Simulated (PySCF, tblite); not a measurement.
**C5H4N3O radical: geometry, infrared bands and EPR parameters**

What infrared bands and EPR parameters should C5H4N3O radical (`[CH]1COc2nncnc21`) show?

Computed with tblite 0.8.0 and PySCF 2.14.0, with density-fitted response routines of our own, on a single molecule in the gas phase. Atoms count from 0, in the outputs and in this text.

## Step 1: The starting structure

13 atoms, charge 0, multiplicity 2; geometry from: force field or distance geometry start.

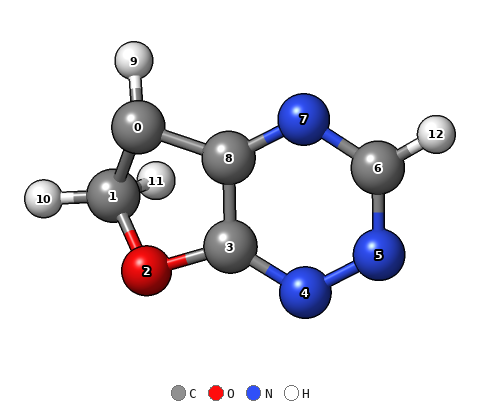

As it starts; carbon grey, oxygen red, nitrogen blue, hydrogen white, atoms numbered.

## Step 2: Geometry optimisation with GFN2-xTB

Job settings and geometry (Å):

```
{"job": {"kind": "relax", "xc": "GFN2-xTB", "basis": "xTB"}, "charge": 0, "multiplicity": 2}
C     -1.344200     0.264200     0.943500
C     -2.005800    -0.188600    -0.379000
O     -1.139700    -1.329400    -0.599900
C      0.146800    -0.828500    -0.436200
N      1.344500    -1.158400    -0.987400
N      2.469400    -0.535700    -0.660300
C      2.403200     0.439800     0.271200
N      1.226400     0.784300     0.863900
C      0.077200     0.155300     0.528300
H     -1.668900     1.274900     1.220600
H     -3.054900    -0.447700    -0.277800
H     -1.759500     0.608600    -1.084100
H      3.301100     0.961700     0.579400
```

Launch:

```sh
OMP_NUM_THREADS=1 python probes_run.py task.json out
```

This one command runs all jobs of the session in turn.

Output:

```text
step      E/eV     max force
  0    -692.07874    3.624
  1    -692.70939    2.910
  2    -693.13885    1.325
  3    -693.31045    1.089
  4    -693.44590    0.758
  5    -693.51224    0.827
  6    -693.56687    0.884
  7    -693.65341    0.772
  8    -693.70136    0.643
  9    -693.73422    0.520
 10    -693.76001    0.566
 11    -693.78772    0.564
 12    -693.81815    0.548
 13    -693.84852    0.615
 14    -693.87835    0.531
 15    -693.90327    0.453
 16    -693.92519    0.523
 17    -693.94487    0.478
 18    -693.96499    0.407
 19    -693.98075    0.438
 20    -693.99382    0.362
 21    -694.00432    0.306
 22    -694.01675    0.299
 23    -694.02574    0.249
 24    -694.03081    0.170
 25    -694.03338    0.170
 26    -694.03564    0.168
 27    -694.03755    0.137
 28    -694.03899    0.078
 29    -694.03988    0.088
 30    -694.04080    0.094
 31    -694.04165    0.072
 32    -694.04238    0.068
 33    -694.04309    0.086
 34    -694.04392    0.114
 35    -694.04477    0.110
 36    -694.04537    0.060
 37    -694.04567    0.049
 38    -694.04586    0.039
 39    -694.04607    0.052
 40    -694.04628    0.053
 41    -694.04642    0.030
 42    -694.04648    0.024
 43    -694.04651    0.016
 44    -694.04654    0.016
 45    -694.04656    0.013
 46    -694.04658    0.009
```

Wall time 0.22 s (1 thread of Arm Neoverse V2, shared host).

Along the way: (not every step is listed)

```csv
step,energy from step 0 (eV),largest force (eV/Å)
0,0.0000,3.6240
1,-0.6306,2.9103
2,-1.0601,1.3248
3,-1.2317,1.0888
4,-1.3672,0.7579
5,-1.4335,0.8275
6,-1.4881,0.8835
7,-1.5747,0.7716
8,-1.6226,0.6425
11,-1.7090,0.5645
14,-1.7996,0.5305
17,-1.8661,0.4777
20,-1.9151,0.3615
23,-1.9470,0.2487
26,-1.9569,0.1676
29,-1.9611,0.0879
32,-1.9636,0.0676
35,-1.9660,0.1099
38,-1.9671,0.0391
41,-1.9677,0.0298
42,-1.9677,0.0236
43,-1.9678,0.0164
44,-1.9678,0.0156
45,-1.9678,0.0130
46,-1.9678,0.0088
```

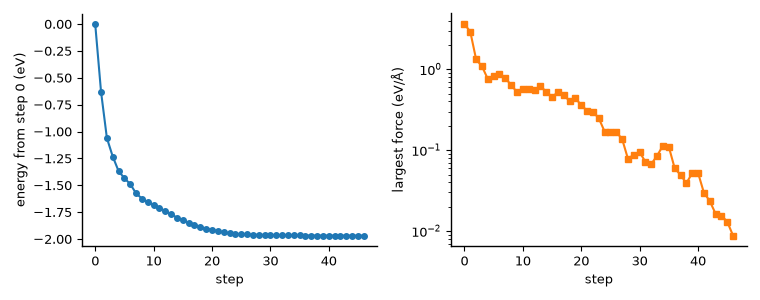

Energy and largest force along the relaxation.

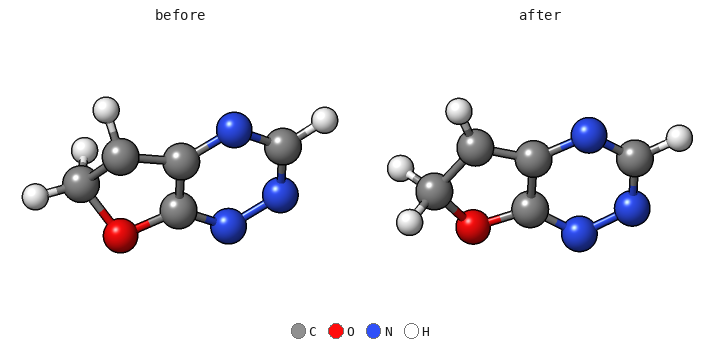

The geometry before (left) and after (right).

Distances of close pairs at the start and the end, largest changes first:

```csv
bond,before (Å),after (Å),change (Å)
C0–C8,1.485,1.357,-0.128
C3–C8,1.379,1.466,+0.086
C3–N4,1.359,1.288,-0.071
O2–C3,1.390,1.323,-0.067
C0–C1,1.547,1.497,-0.049
C6–N7,1.362,1.316,-0.046
N5–C6,1.350,1.315,-0.035
C0–H9,1.097,1.070,-0.027
```

The end geometry stands in the next job.

## Step 3: Harmonic vibrations with GFN2-xTB

Job settings and geometry (Å):

```
{"job": {"kind": "ir", "xc": "GFN2-xTB", "basis": "xTB"}, "charge": 0, "multiplicity": 2}
C     -1.195933     0.639765     0.605623
C     -1.975666    -0.208325    -0.350350
O     -1.007925    -0.945732    -1.107390
C      0.192025    -0.638927    -0.642146
N      1.318035    -1.184217    -0.946654
N      2.421068    -0.706022    -0.420181
C      2.378778     0.315486     0.406906
N      1.280890     0.805127     0.942261
C      0.120809     0.367842     0.420766
H     -1.639024     1.392922     1.222904
H     -2.650750    -0.917742     0.147914
H     -2.570981     0.383791    -1.056979
H      3.324287     0.696518     0.759597
```

Output:

```text
mode    cm-1     km/mol
  1     169.6      0.71
  2     207.8      6.30
  3     299.3      1.42
  4     409.7     21.82
  5     438.2      1.06
  6     520.7     24.67
  7     524.6     54.89
  8     580.7     43.95
  9     638.4     32.81
 10     701.9      1.32
 11     713.1     27.63
 12     829.1     30.11
 13     872.4      0.45
 14     882.0     26.98
 15     938.7      0.58
 16     950.7      1.80
 17    1041.7      5.51
 18    1109.3      2.83
 19    1123.7    177.78
 20    1154.2     61.92
 21    1175.8     63.65
 22    1194.8     54.14
 23    1259.5     23.81
 24    1294.4     55.15
 25    1366.3    138.80
 26    1405.4    131.40
 27    1439.9     10.89
 28    1553.7    119.63
 29    1610.0    101.08
 30    2867.2     15.84
 31    2910.0     38.53
 32    3095.0      9.54
 33    3187.4      4.39
```

Wall time 0.3 s (1 thread of Arm Neoverse V2, shared host).

Which atoms move in the most intense modes:

```csv
cm⁻¹,km/mol,atoms
1124,177.8,"H12 33 %, N4 30 %"
1154,61.9,"C8 30 %, C0 15 %, C3 15 %, C6 11 %"
1176,63.6,"H9 24 %, C8 17 %"
1294,55.1,"H11 17 %, C3 16 %, H10 14 %, O2 12 %"
1366,138.8,"N5 30 %, C6 29 %"
1405,131.4,"C6 46 %, N7 35 %"
1554,119.6,"C3 47 %, C8 19 %, N4 18 %"
1610,101.1,"C8 40 %, C0 21 %, C3 21 %"
```

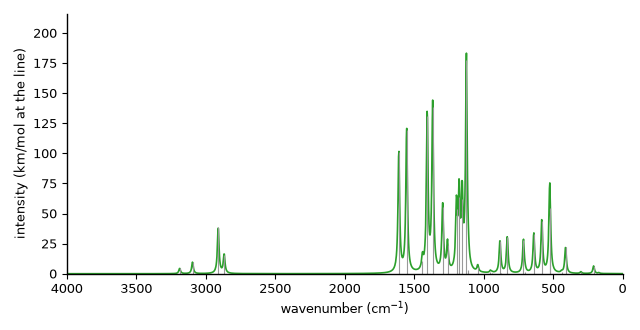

The infrared spectrum from these modes, unscaled. Lines are broadened to a width of 14 cm⁻¹ (Lorentzian).

## Step 4: EPR parameters: B3LYP/pcH-1

The job, as its differences from that of step 3:

```diff
@@ -1,2 +1,2 @@
-{"job": {"kind": "ir", "xc": "GFN2-xTB", "basis": "xTB"}, "charge": 0, "multiplicity": 2}
+{"job": {"kind": "epr", "basis": "pcH-1"}, "charge": 0, "multiplicity": 2}
 C     -1.195933     0.639765     0.605623
```

With the program's defaults for keys left out, this is: UKS B3LYP, pcH-1 on C H N O, non-relativistic, mean-field spin-orbit, GIAO.

Output:

```text
UKS, coarse grid
  cycle   1  E = -432.24757239  |g| = 4.52e-01
  cycle   2  E = -432.15801094  |g| = 6.81e-01
  cycle   3  E = -432.32229076  |g| = 9.41e-02
  cycle   4  E = -432.32507837  |g| = 4.92e-02
  cycle   5  E = -432.32627761  |g| = 1.56e-02
  cycle   6  E = -432.32643913  |g| = 9.55e-03
  cycle   7  E = -432.32650025  |g| = 4.91e-03
  cycle   8  E = -432.32652637  |g| = 2.58e-03
  cycle   9  E = -432.32653290  |g| = 9.53e-04
UKS, final grid
  cycle   1  E = -432.32654229  |g| = 1.51e-03
  cycle   2  E = -432.32653942  |g| = 2.96e-03
  cycle   3  E = -432.32654345  |g| = 3.45e-04
  cycle   4  E = -432.32654351  |g| = 1.29e-04
  cycle   5  E = -432.32654354  |g| = 1.16e-04
  cycle   6  E = -432.32654356  |g| = 3.35e-05
  cycle   7  E = -432.32654356  |g| = 1.40e-05
E = -432.32654356 Eh   <S^2> = 0.7760 (exact 0.7500)
g shifts (ppm)      1          2          3
  rmc          -197       -197       -197
  gc            -15         32         36
  oz_so         109       2309       2622
  total        -103       2144       2460
hyperfine (MHz)  atom isotope    a_iso     a_fc   dipolar eigenvalues
    0   13C      47.62      47.62    -45.82    -45.23     91.05
    1   13C     -26.08     -26.08     -0.92     -0.06      0.99
    2   17O      -4.77      -4.77    -15.95      7.49      8.45
    3   13C       8.90       8.90    -11.13     -8.61     19.74
    4   14N       1.60       1.60     -5.22     -1.46      6.68
    5   14N      12.80      12.80    -14.34    -13.55     27.89
    6   13C     -18.96     -18.96    -14.56      4.97      9.59
    7   14N       9.01       9.01    -11.53    -11.07     22.60
    8   13C     -38.32     -38.32    -20.99      7.72     13.28
    9    1H     -36.91     -36.91    -21.00     -1.23     22.23
   10    1H     105.77     105.77     -3.20     -1.90      5.10
   11    1H      94.12      94.12     -3.00     -1.82      4.82
   12    1H       2.66       2.66     -3.39      0.06      3.33
```

Run time: 69 s. Hardware: 1 thread of Arm Neoverse V2, shared host; peak memory 0.96 GiB.

Principal g values 2.00222, 2.00446, 2.00478; g(iso) = 2.00382, against 2.00232 for a free electron.

Hyperfine couplings; where a row names several nuclei, a(iso) is their mean (it holds for fast rotation or exchange) and the dipolar term the largest among them:

```csv
nuclei,isotope,a(iso) (MHz),"a(iso) (G, at g = 2.0023)",largest dipolar term (MHz)
"H10, H11",1H,99.9,35.7,5.1
C0,13C,47.6,17.0,91.0
C8,13C,-38.3,-13.7,-21.0
H9,1H,-36.9,-13.2,22.2
C1,13C,-26.1,-9.3,1.0
C6,13C,-19.0,-6.8,-14.6
N5,14N,12.8,4.6,27.9
N7,14N,9.0,3.2,22.6
C3,13C,8.9,3.2,19.7
O2,17O,-4.8,-1.7,-15.9
H12,1H,2.7,0.9,-3.4
N4,14N,1.6,0.6,6.7
```

Mulliken spin populations:

C0 0.57; C1 -0.05; O2 0.04; C3 0.11; N4 0.02; N5 0.27; C6 -0.09; N7 0.24; C8 -0.16; H9 -0.02; H10 0.04; H11 0.04; H12 0.00

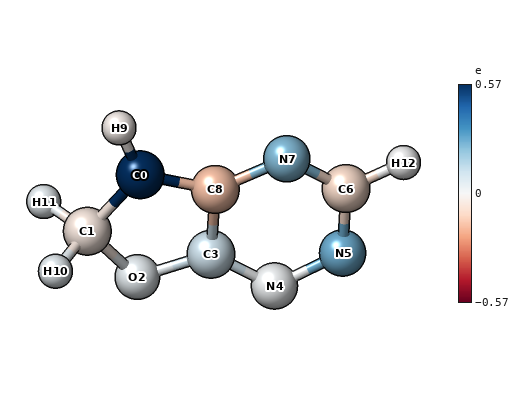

Mulliken spin populations, as colours on the atoms.

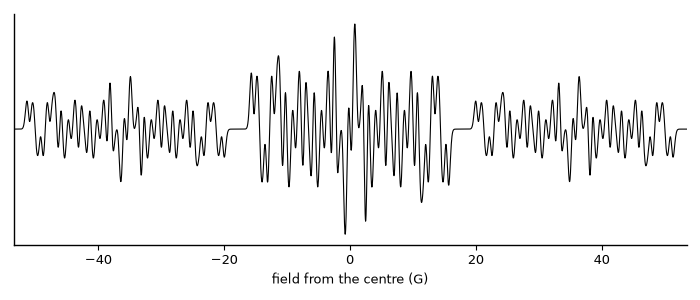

First-order isotropic spectrum (first derivative, main isotopes with spin only, couplings over 0.8 MHz, Gaussian width 0.3 G; couplings of the frozen geometry, rotation of groups not averaged beyond the rows shown).

The fields below are evaluated on a grid from the run's orbitals.

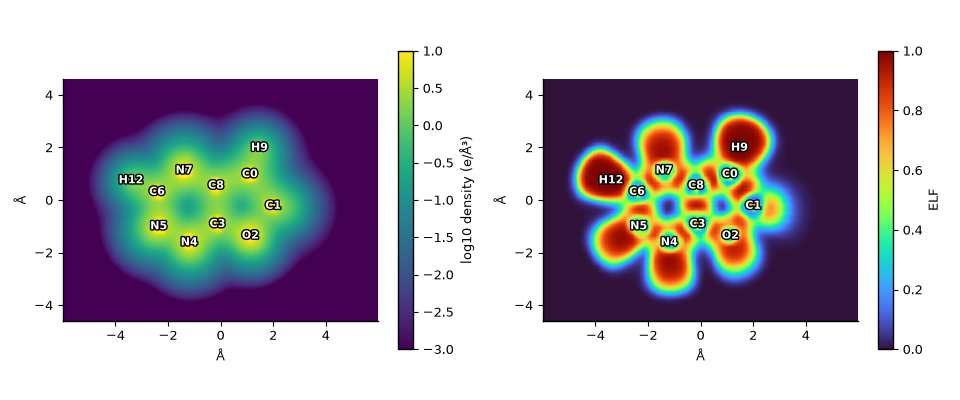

Density (left) and ELF (right) in a plane through or near 11 of the atoms.

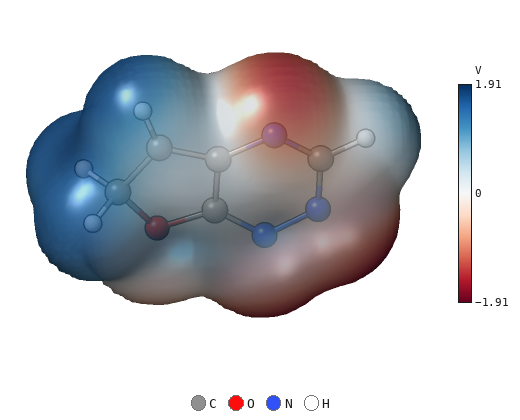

Electrostatic potential on the surface of density 0.002 e/bohr³; red is low, blue high. It runs from -1.91 V near N5 to 1.67 V near H11.

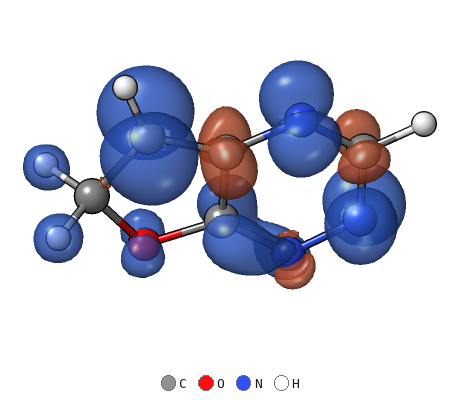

Spin density at ±0.03 e/Å³ (alpha excess blue, beta excess red).

## Step 5: Summary of results

| quantity | value |
| --- | --- |
| strongest single infrared mode (GFN2-xTB) | 1124 cm⁻¹, 178 km/mol |
| zero-point energy (GFN2-xTB) | 55.0 kcal/mol |
| g(iso) (B3LYP) | 2.00382 |
| ⟨S²⟩ | 0.776 (exact 0.75) |
| largest a(iso) (averaged by class) | 1H on H10, H11, 99.9 MHz |
| surface potential, least and greatest | -1.91 V and 1.67 V |

In words: The optimisation took 46 steps and gained 1.968 eV; among the close pairs (by a distance rule), C0–C8 changed most, from 1.485 to 1.357 Å. All 33 modes are real, so the xTB geometry is a minimum. The strongest single mode, at 1124 cm⁻¹, is spread over many atoms; the largest shares are those of H12, N4. GFN2-xTB is a fitted tight-binding method: band positions and strengths are rough. Its intensities can rank the bands wrongly. C0 carries the largest spin population, 0.57 e. The isotropic g lies 1.5 ppt above the free-electron value.
